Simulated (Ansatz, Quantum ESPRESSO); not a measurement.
# Work function of Ag(110), 7 layers, part 3 of 6

Aim: the work function of each face of Ag(110), 7 layers, and how it moves with functional, pseudopotentials and boundary condition.

Quantum ESPRESSO 7.5; plane-wave DFT, PBE, GBRV ultrasoft pseudopotentials; cross-check by Ansatz 0.2.0 with PAW datasets.

So far. Step 5 (Macroscopic average): Where the running mean is not flat inside, average.x's window, rounded to the grid, doesn't match the spacings there. Step 6 (Density by pp.x): The density integrates to 133.000 electrons, as the 133 of the input ask.

## 7. Projections on atomic orbitals

projwfc.x splits the states by atom and orbital; the spilling says how much the atomic basis misses.

Input file pdos.in:

```
&projwfc
  prefix = 'scf'
  outdir = './out'
  filpdos = 'pdos'
  Emin = -3.332
  Emax = 8.668
  DeltaE = 0.1
  ngauss = 0
  degauss = 0.01
/
```

Launch:

```console
$ OMP_NUM_THREADS=1 mpirun -n 4 projwfc.x -in pdos.in > pdos.out
```

What it wrote:

```text
[banner, memory and clock lines left out]
Program PROJWFC v.7.5 starts

          URL

     ./out/scf.save/

     IMPORTANT: XC functional enforced from input :
     Exchange-correlation= PBE
                           (   1   4   3   4   0   0   0)
     Any further DFT definition will be discarded
     Please, verify this is what you really want

     negative rho (up, down):  3.661E-03 0.000E+00

     Gaussian broadening (read from input): ngauss,degauss=   0    0.010000

     Calling projwave ....
     one sub-group per band group will be used

     linear algebra parallelized on   4 procs

  Problem Sizes
  natomwfc =           91
  nx       =           46
  nbnd     =           80
  nkstot   =           25
  npwx     =         2142
  nkb      =          126

     Atomic states used for projection
     (read from pseudopotential files):

     state #   1: atom   1 (Ag ), wfc  1 (l=0 m= 1)
     state #   2: atom   1 (Ag ), wfc  2 (l=1 m= 1)
     state #   3: atom   1 (Ag ), wfc  2 (l=1 m= 2)
     state #   4: atom   1 (Ag ), wfc  2 (l=1 m= 3)
     state #   5: atom   1 (Ag ), wfc  3 (l=2 m= 1)
     state #   6: atom   1 (Ag ), wfc  3 (l=2 m= 2)
     state #   7: atom   1 (Ag ), wfc  3 (l=2 m= 3)
     state #   8: atom   1 (Ag ), wfc  3 (l=2 m= 4)
     state #   9: atom   1 (Ag ), wfc  3 (l=2 m= 5)
     state #  10: atom   1 (Ag ), wfc  4 (l=0 m= 1)
     state #  11: atom   1 (Ag ), wfc  5 (l=1 m= 1)
     state #  12: atom   1 (Ag ), wfc  5 (l=1 m= 2)
     state #  13: atom   1 (Ag ), wfc  5 (l=1 m= 3)
     state #  14: atom   2 (Ag ), wfc  1 (l=0 m= 1)
     state #  15: atom   2 (Ag ), wfc  2 (l=1 m= 1)
     state #  16: atom   2 (Ag ), wfc  2 (l=1 m= 2)
     state #  17: atom   2 (Ag ), wfc  2 (l=1 m= 3)
     state #  18: atom   2 (Ag ), wfc  3 (l=2 m= 1)
     state #  19: atom   2 (Ag ), wfc  3 (l=2 m= 2)
     state #  20: atom   2 (Ag ), wfc  3 (l=2 m= 3)
     state #  21: atom   2 (Ag ), wfc  3 (l=2 m= 4)
     state #  22: atom   2 (Ag ), wfc  3 (l=2 m= 5)
     state #  23: atom   2 (Ag ), wfc  4 (l=0 m= 1)
     state #  24: atom   2 (Ag ), wfc  5 (l=1 m= 1)
     state #  25: atom   2 (Ag ), wfc  5 (l=1 m= 2)
     state #  26: atom   2 (Ag ), wfc  5 (l=1 m= 3)
     state #  27: atom   3 (Ag ), wfc  1 (l=0 m= 1)
     state #  28: atom   3 (Ag ), wfc  2 (l=1 m= 1)
     state #  29: atom   3 (Ag ), wfc  2 (l=1 m= 2)
     state #  30: atom   3 (Ag ), wfc  2 (l=1 m= 3)
     state #  31: atom   3 (Ag ), wfc  3 (l=2 m= 1)
     state #  32: atom   3 (Ag ), wfc  3 (l=2 m= 2)
     state #  33: atom   3 (Ag ), wfc  3 (l=2 m= 3)
     state #  34: atom   3 (Ag ), wfc  3 (l=2 m= 4)
     state #  35: atom   3 (Ag ), wfc  3 (l=2 m= 5)
     state #  36: atom   3 (Ag ), wfc  4 (l=0 m= 1)
     state #  37: atom   3 (Ag ), wfc  5 (l=1 m= 1)
     state #  38: atom   3 (Ag ), wfc  5 (l=1 m= 2)
     state #  39: atom   3 (Ag ), wfc  5 (l=1 m= 3)
     state #  40: atom   4 (Ag ), wfc  1 (l=0 m= 1)
     state #  41: atom   4 (Ag ), wfc  2 (l=1 m= 1)
     state #  42: atom   4 (Ag ), wfc  2 (l=1 m= 2)
     state #  43: atom   4 (Ag ), wfc  2 (l=1 m= 3)
     state #  44: atom   4 (Ag ), wfc  3 (l=2 m= 1)
     state #  45: atom   4 (Ag ), wfc  3 (l=2 m= 2)
     state #  46: atom   4 (Ag ), wfc  3 (l=2 m= 3)
     state #  47: atom   4 (Ag ), wfc  3 (l=2 m= 4)
     state #  48: atom   4 (Ag ), wfc  3 (l=2 m= 5)
     state #  49: atom   4 (Ag ), wfc  4 (l=0 m= 1)
     state #  50: atom   4 (Ag ), wfc  5 (l=1 m= 1)
     state #  51: atom   4 (Ag ), wfc  5 (l=1 m= 2)
     state #  52: atom   4 (Ag ), wfc  5 (l=1 m= 3)
     state #  53: atom   5 (Ag ), wfc  1 (l=0 m= 1)
     state #  54: atom   5 (Ag ), wfc  2 (l=1 m= 1)
     state #  55: atom   5 (Ag ), wfc  2 (l=1 m= 2)
     state #  56: atom   5 (Ag ), wfc  2 (l=1 m= 3)
     state #  57: atom   5 (Ag ), wfc  3 (l=2 m= 1)
     state #  58: atom   5 (Ag ), wfc  3 (l=2 m= 2)
     state #  59: atom   5 (Ag ), wfc  3 (l=2 m= 3)
     state #  60: atom   5 (Ag ), wfc  3 (l=2 m= 4)
     state #  61: atom   5 (Ag ), wfc  3 (l=2 m= 5)
     state #  62: atom   5 (Ag ), wfc  4 (l=0 m= 1)
     state #  63: atom   5 (Ag ), wfc  5 (l=1 m= 1)
     state #  64: atom   5 (Ag ), wfc  5 (l=1 m= 2)
     state #  65: atom   5 (Ag ), wfc  5 (l=1 m= 3)
     state #  66: atom   6 (Ag ), wfc  1 (l=0 m= 1)
     state #  67: atom   6 (Ag ), wfc  2 (l=1 m= 1)
     state #  68: atom   6 (Ag ), wfc  2 (l=1 m= 2)
     state #  69: atom   6 (Ag ), wfc  2 (l=1 m= 3)
     state #  70: atom   6 (Ag ), wfc  3 (l=2 m= 1)
     state #  71: atom   6 (Ag ), wfc  3 (l=2 m= 2)
     state #  72: atom   6 (Ag ), wfc  3 (l=2 m= 3)
     state #  73: atom   6 (Ag ), wfc  3 (l=2 m= 4)
     state #  74: atom   6 (Ag ), wfc  3 (l=2 m= 5)
     state #  75: atom   6 (Ag ), wfc  4 (l=0 m= 1)
     state #  76: atom   6 (Ag ), wfc  5 (l=1 m= 1)
     state #  77: atom   6 (Ag ), wfc  5 (l=1 m= 2)
     state #  78: atom   6 (Ag ), wfc  5 (l=1 m= 3)
     state #  79: atom   7 (Ag ), wfc  1 (l=0 m= 1)
     state #  80: atom   7 (Ag ), wfc  2 (l=1 m= 1)
     state #  81: atom   7 (Ag ), wfc  2 (l=1 m= 2)
     state #  82: atom   7 (Ag ), wfc  2 (l=1 m= 3)
     state #  83: atom   7 (Ag ), wfc  3 (l=2 m= 1)
     state #  84: atom   7 (Ag ), wfc  3 (l=2 m= 2)
     state #  85: atom   7 (Ag ), wfc  3 (l=2 m= 3)
     state #  86: atom   7 (Ag ), wfc  3 (l=2 m= 4)
     state #  87: atom   7 (Ag ), wfc  3 (l=2 m= 5)
     state #  88: atom   7 (Ag ), wfc  4 (l=0 m= 1)
     state #  89: atom   7 (Ag ), wfc  5 (l=1 m= 1)
     state #  90: atom   7 (Ag ), wfc  5 (l=1 m= 2)
     state #  91: atom   7 (Ag ), wfc  5 (l=1 m= 3)

[... projections of each state ...]
Lowdin Charges:

     Atom #   1: total charge =  18.8942, s =  2.4424,
     Atom #   1: total charge =  18.8942, p =  6.6567, pz=  2.1382, px=  2.2221, py=  2.2963,
     Atom #   1: total charge =  18.8942, d =  9.7951, dz2=  1.9625, dxz=  1.9666, dyz=  1.9699, dx2-y2=  1.9480, dxy=  1.9481,
     Atom #   2: total charge =  19.0785, s =  2.3697,
     Atom #   2: total charge =  19.0785, p =  6.9874, pz=  2.3211, px=  2.3336, py=  2.3327,
     Atom #   2: total charge =  19.0785, d =  9.7214, dz2=  1.9551, dxz=  1.9271, dyz=  1.9549, dx2-y2=  1.9472, dxy=  1.9372,
     Atom #   3: total charge =  19.0059, s =  2.3357,
     Atom #   3: total charge =  19.0059, p =  6.9521, pz=  2.3172, px=  2.3166, py=  2.3183,
     Atom #   3: total charge =  19.0059, d =  9.7181, dz2=  1.9472, dxz=  1.9294, dyz=  1.9560, dx2-y2=  1.9507, dxy=  1.9348,
     Atom #   4: total charge =  19.0054, s =  2.3343,
     Atom #   4: total charge =  19.0054, p =  6.9619, pz=  2.3156, px=  2.3209, py=  2.3254,
     Atom #   4: total charge =  19.0054, d =  9.7093, dz2=  1.9397, dxz=  1.9288, dyz=  1.9550, dx2-y2=  1.9530, dxy=  1.9326,
     Atom #   5: total charge =  19.0059, s =  2.3357,
     Atom #   5: total charge =  19.0059, p =  6.9521, pz=  2.3172, px=  2.3166, py=  2.3183,
     Atom #   5: total charge =  19.0059, d =  9.7181, dz2=  1.9472, dxz=  1.9294, dyz=  1.9560, dx2-y2=  1.9507, dxy=  1.9348,
     Atom #   6: total charge =  19.0785, s =  2.3697,
     Atom #   6: total charge =  19.0785, p =  6.9874, pz=  2.3211, px=  2.3336, py=  2.3327,
     Atom #   6: total charge =  19.0785, d =  9.7214, dz2=  1.9551, dxz=  1.9271, dyz=  1.9549, dx2-y2=  1.9472, dxy=  1.9372,
     Atom #   7: total charge =  18.8942, s =  2.4424,
     Atom #   7: total charge =  18.8942, p =  6.6567, pz=  2.1382, px=  2.2221, py=  2.2963,
     Atom #   7: total charge =  18.8942, d =  9.7951, dz2=  1.9625, dxz=  1.9666, dyz=  1.9699, dx2-y2=  1.9480, dxy=  1.9481,
     Spilling Parameter:   0.0003
```

Elapsed: 4 s, on 4 MPI ranks of Arm Neoverse N1, shared host; peak memory 0.23 GiB.

This step gave:

- spilling of the projection: 3.00e-4

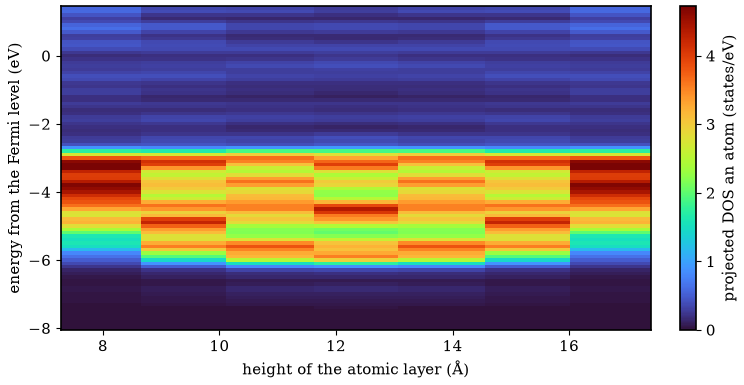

Projected DOS an atom over height of the atomic layer and energy from the Fermi level. Columns are the atomic layers from the bottom up.

The atomic orbitals miss 0.0 % of the occupied states; for empty states the projections can miss much more.

## 8. Self-consistent run: open boundaries by the effective screening medium

The effective screening medium with bc1 puts vacuum on both sides and removes the images along the normal. The slab must sit about z = 0, symmetry is kept, and the .esm1 file holds the planar potential.

Input file esm.in:

```
&control
  prefix = 'esm'
  outdir = './out'
  pseudo_dir = './pseudo'
  calculation = 'scf'
  tprnfor = .true.
/
&system
  ibrav = 0
  nat = 7
  ntyp = 1
  ecutwfc = 40
  ecutrho = 200
  occupations = 'smearing'
  smearing = 'mv'
  degauss = 0.02
  assume_isolated = 'esm'
  esm_bc = 'bc1'
/
&electrons
  conv_thr = 1e-07
  mixing_beta = 0.4
  electron_maxstep = 120
  mixing_mode = 'local-TF'
/
ATOMIC_SPECIES
  Ag  107.8682  ag_pbe_v1.4.uspp.F.UPF
CELL_PARAMETERS angstrom
  4.09000000000000 0.00000000000000 0.00000000000000
  0.00000000000000 2.89206673505298 0.00000000000000
  0.00000000000000 0.00000000000000 24.67620020515894
ATOMIC_POSITIONS crystal
  Ag  0.000000000000 0.000000000000 -0.177058280500
  Ag  0.500000000000 0.500000000000 -0.121174038800
  Ag  0.000000000000 0.000000000000 -0.058600325600
  Ag  0.500000000000 0.500000000000 -0.000000000000
  Ag  0.000000000000 0.000000000000 0.058600325600
  Ag  0.500000000000 0.500000000000 0.121174038800
  Ag  0.000000000000 0.000000000000 0.177058280500
K_POINTS automatic
  8 8 1 0 0 0
```

Launch:

```console
$ OMP_NUM_THREADS=1 mpirun -n 4 pw.x -nk 4 -in esm.in > esm.out
```

What it wrote:

```text
[banner, memory and clock lines left out]
Program PWSCF v.7.5 starts
[citation notice left out]

[...]
Message from routine setup:
[...]
bravais-lattice index     =            0
     lattice parameter (alat)  =       7.7290  a.u.
     unit-cell volume          =    1969.7291 (a.u.)^3
     number of atoms/cell      =            7
     number of atomic types    =            1
     number of electrons       =       133.00
     number of Kohn-Sham states=           80
     kinetic-energy cutoff     =      40.0000  Ry
     charge density cutoff     =     200.0000  Ry
     scf convergence threshold =      1.0E-07
     mixing beta               =       0.4000
     number of iterations used =            8  local-TF  mixing
     Exchange-correlation=  SLA  PW   PBX  PBC
                           (   1   4   3   4   0   0   0)

     Effective Screening Medium Method
     Boundary Conditions: Vacuum-Slab-Vacuum
     total charge in unit cell        =   0.0000
     grid points for fit at edges     =        4

[...]
PseudoPot. # 1 for Ag read from file:
     ./pseudo/ag_pbe_v1.4.uspp.F.UPF
     Pseudo is Ultrasoft + core correction, Zval = 19.0
     Generated by new atomic code, or converted to UPF format
     Using radial grid of  887 points,  6 beta functions with:
                l(1) =   0
                l(2) =   0
                l(3) =   1
                l(4) =   1
                l(5) =   2
                l(6) =   2
     Q(r) pseudized with  6 coefficients,  rinner =    1.300   1.300   1.300
                                                       1.300   1.300

     atomic species   valence    mass     pseudopotential
     Ag               19.00   107.86820     Ag( 1.00)

      8 Sym. Ops., with inversion, found

[...]
number of k points=    25  Marzari-Vanderbilt smearing, width (Ry)=  0.0200
[...]
Dense  grid:    94179 G-vectors     FFT dimensions: (  36,  25, 216)

     Smooth grid:    67079 G-vectors     FFT dimensions: (  32,  24, 192)

     Initial potential from superposition of free atoms

     starting charge     129.4997, renormalised to     133.0000

     negative rho (up, down):  4.519E-03 0.000E+00
     Starting wfcs are   91 randomized atomic wfcs

     per-process dynamical memory:   142.8 Mb

     Self-consistent Calculation

     iteration #  1     ecut=    40.00 Ry     beta= 0.40
     Davidson diagonalization with overlap
     c_bands:  4 eigenvalues not converged
     c_bands:  2 eigenvalues not converged
     c_bands:  4 eigenvalues not converged
     ethr =  1.00E-02,  avg # of iterations = 13.1

     negative rho (up, down):  4.964E-02 0.000E+00

     total energy              =   -2069.34507900 Ry
     estimated scf accuracy    <       8.32329154 Ry

     iteration #  2     ecut=    40.00 Ry     beta= 0.40
[...]
negative rho (up, down):  9.208E-02 0.000E+00

[...]
total energy              =   -2068.54838506 Ry
     estimated scf accuracy    <       2.70332171 Ry

     iteration #  3     ecut=    40.00 Ry     beta= 0.40
[...]
negative rho (up, down):  8.750E-02 0.000E+00

[...]
total energy              =   -2069.08925239 Ry
     estimated scf accuracy    <       0.08108571 Ry

     iteration #  4     ecut=    40.00 Ry     beta= 0.40
[...]
c_bands:  5 eigenvalues not converged
     c_bands:  1 eigenvalues not converged
     c_bands:  2 eigenvalues not converged
     c_bands:  1 eigenvalues not converged
     c_bands:  5 eigenvalues not converged
     c_bands:  5 eigenvalues not converged
[...]
negative rho (up, down):  6.483E-02 0.000E+00

[...]
total energy              =   -2069.20375092 Ry
     estimated scf accuracy    <       0.09761357 Ry

     iteration #  5     ecut=    40.00 Ry     beta= 0.40
[...]
c_bands:  2 eigenvalues not converged
[...]
negative rho (up, down):  5.614E-02 0.000E+00

[...]
total energy              =   -2069.22443485 Ry
     estimated scf accuracy    <       0.16091964 Ry

     iteration #  6     ecut=    40.00 Ry     beta= 0.40
[...]
negative rho (up, down):  5.494E-02 0.000E+00

[...]
total energy              =   -2069.23062455 Ry
     estimated scf accuracy    <       0.02465536 Ry

[...]
iteration # 17     ecut=    40.00 Ry     beta= 0.40
[...]
negative rho (up, down):  3.694E-03 0.000E+00

[...]
total energy              =   -2069.25031769 Ry
     estimated scf accuracy    <       0.00000313 Ry

     iteration # 18     ecut=    40.00 Ry     beta= 0.40
[...]
negative rho (up, down):  3.663E-03 0.000E+00

[...]
total energy              =   -2069.25042664 Ry
     estimated scf accuracy    <       0.00000049 Ry

     iteration # 19     ecut=    40.00 Ry     beta= 0.40
[...]
negative rho (up, down):  3.674E-03 0.000E+00

[...]
total energy              =   -2069.25041803 Ry
     estimated scf accuracy    <       0.00000117 Ry

     iteration # 20     ecut=    40.00 Ry     beta= 0.40
[...]
negative rho (up, down):  3.661E-03 0.000E+00

[...]
End of self-consistent calculation

          k = 0.0000 0.0000 0.0000 (  8489 PWs)   bands (ev):

   -96.1051 -96.0829 -96.0823 -96.0746 -96.0740 -95.7897 -95.7897 -59.6306
   -59.5917 -59.5904 -59.5797 -59.5684 -59.5503 -59.5450 -59.5356 -59.5293
   -59.5263 -59.5162 -59.5104 -59.5056 -59.5021 -59.4952 -59.2599 -59.2599
   -59.2559 -59.2558 -59.2498 -59.2498 -11.4633 -10.5834 -10.3282 -10.1286
   -10.0303  -9.7435  -9.6466  -9.5725  -9.3121  -9.1872  -9.1172  -8.9703
    -8.9208  -8.7905  -8.7501  -8.7498  -8.7007  -8.4949  -8.4370  -8.4093
    -8.3816  -8.2115  -8.1615  -8.1161  -7.9543  -7.9065  -7.8137  -7.7511
    -7.7463  -7.6863  -7.6244  -7.4075  -7.2760  -7.2012  -7.1432  -7.0278
    -6.9567  -6.9171  -5.5600  -3.8215  -1.8511  -1.8269  -0.9051  -0.2841
    -0.0626  -0.0105   1.6886   1.7067   1.9536   2.6928   3.1498   3.9040

          k = 0.0000 0.1768 0.0000 (  8475 PWs)   bands (ev):

   -96.1039 -96.0818 -96.0813 -96.0743 -96.0735 -95.7889 -95.7889 -59.6250
   -59.5929 -59.5865 -59.5826 -59.5666 -59.5545 -59.5497 -59.5380 -59.5363
   -59.5300 -59.5243 -59.5159 -59.5089 -59.5076 -59.5075 -59.2619 -59.2619
   -59.2587 -59.2586 -59.2558 -59.2557 -11.1503 -10.3229 -10.1360 -10.0042
    -9.8297  -9.6017  -9.4972  -9.4758  -9.3954  -9.3276  -9.0618  -9.0502
    -9.0294  -8.9071  -8.8902  -8.7310  -8.6762  -8.6708  -8.5640  -8.4207
    -8.3126  -8.1969  -8.0379  -7.9708  -7.8808  -7.8771  -7.8558  -7.7521
    -7.7155  -7.5804  -7.5773  -7.4815  -7.3288  -7.3193  -7.2095  -7.0503
    -6.9217  -6.8903  -5.3209  -3.4994  -1.5372  -1.1257  -0.6208   0.2291
     0.2401   0.2916   2.0034   2.0872   2.2386   2.7551   3.2396   4.0425

[...]
the Fermi energy is    -4.1533 ev

!    total energy              =   -2069.25044849 Ry
     estimated scf accuracy    <       0.00000009 Ry
     smearing contrib. (-TS)   =       0.00059713 Ry
     internal energy E=F+TS    =   -2069.25104562 Ry

     The total energy is F=E-TS. E is the sum of the following terms:
     one-electron contribution =   32970.52982354 Ry
     hartree contribution      =  -16521.52245180 Ry
     xc contribution           =    -202.75360321 Ry
     ewald contribution        =  -18315.50481415 Ry

     convergence has been achieved in  20 iterations

     negative rho (up, down):  3.661E-03 0.000E+00

     Forces acting on atoms (cartesian axes, Ry/au):

     atom    1 type  1   force =     0.00000000    0.00000000   -0.00027710
     atom    2 type  1   force =     0.00000000    0.00000000    0.00018847
     atom    3 type  1   force =     0.00000000    0.00000000   -0.00561875
     atom    4 type  1   force =     0.00000000    0.00000000    0.00000000
     atom    5 type  1   force =     0.00000000    0.00000000    0.00561875
     atom    6 type  1   force =     0.00000000    0.00000000   -0.00018847
     atom    7 type  1   force =     0.00000000    0.00000000    0.00027710

     Total force =     0.007960     Total SCF correction =     0.000441

[...]
```

It took 8.4 min on 4 MPI ranks; peak memory 1 GiB.

Numbers from this step:

```
Fermi energy                                                   : -4.153 eV
vacuum line at the lower end of the cell, over the Fermi level : 4.153 eV
vacuum line at the upper end of the cell, over the Fermi level : 4.153 eV
```

The potential energy, planar mean oscillates, so the rows of the table below give means over windows of 1.48 Å about each position, cut where the curve ends. Its maxima inside the range that stand out by 2 % of the span (Å: eV): -3.7: -5.65, -2.2: -3.73, -0.7: -4.87, 0.7: -4.87, 2.2: -3.73, 3.7: -5.65. Its minima: -4.3: -12.7, -3.0: -13.1, -1.5: -12.9, 0.0: -13.1, 1.5: -12.9, 3.0: -13.1, 4.3: -12.7.

Electrostatic potential energy of an electron; zero at the Fermi level. Table of potential energy, planar mean by z; means over each step:

```csv
z (Å),"potential energy, planar mean (eV)"
-11.60,4.15
-10.12,4.15
-8.64,4.15
-7.16,4.11
-5.68,2.41
-4.20,-8.53
-2.72,-8.38
-1.24,-8.68
0.24,-8.81
1.72,-8.29
3.20,-9.04
4.68,-6.38
6.16,3.67
7.64,4.14
9.12,4.15
10.60,4.15
12.08,4.15
```

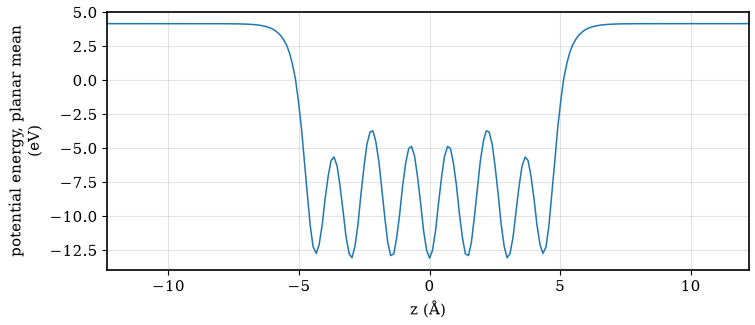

Potential energy, planar mean, plotted against z.

The vacuum levels are read from the outermost 0.7 Å of the cell on either side.

The run needed 20 iterations to bring the estimated error under 1e-07 Ry; the largest force on any atom, held or free, is 0.14 eV/Å.

The upper level is 4.153 eV against 4.154 eV from the periodic run.

(Continued in part 4 of 6.)

[Logs are printed without paths, hosts, clocks, repeated set-up lines and the standing remarks that a program may print on its own settings, such as how far it seeks lower states.]

[Hosts, paths, dates, database ids (printed as entryN), source tags and the programs' standing remarks are cut or masked in the printed files.]

[Maps of the electrostatic potential energy from Ansatz leave out the sawtooth potential of an applied field or a dipole correction, so their vacuum need not be flat; planar profiles and work functions include it.]
